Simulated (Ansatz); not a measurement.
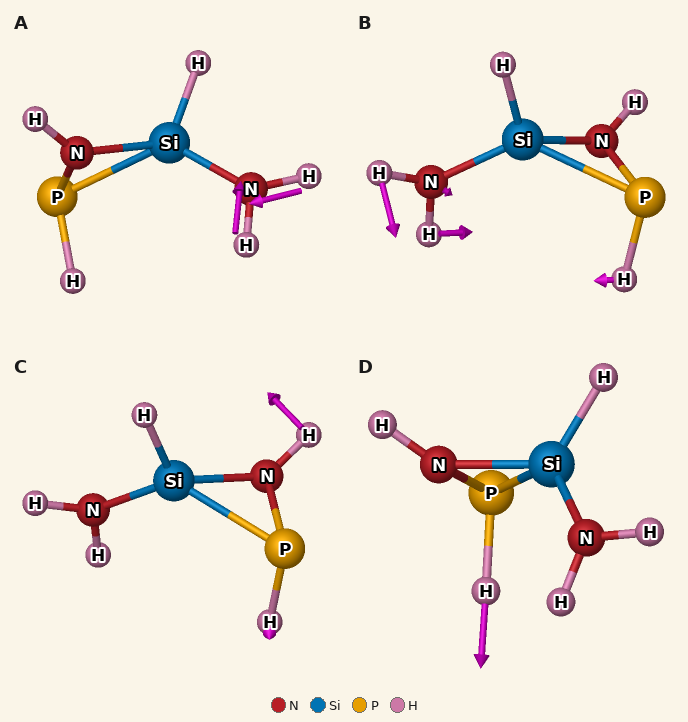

4 normal modes of one molecule or complex, as arrows. Harmonic vibrations computed with RKS PBE0-D4/def2-TZVP (Ansatz 0.2.0) at a stationary point of the same level.

### Match the panels to the wavenumbers 211 cm⁻¹, 1051 cm⁻¹, 2303 cm⁻¹, 3613 cm⁻¹.

A: 3613 cm⁻¹, in-phase stretching of 2 N–H bonds
B: 211 cm⁻¹
C: 1051 cm⁻¹
D: 2303 cm⁻¹, P–H stretching
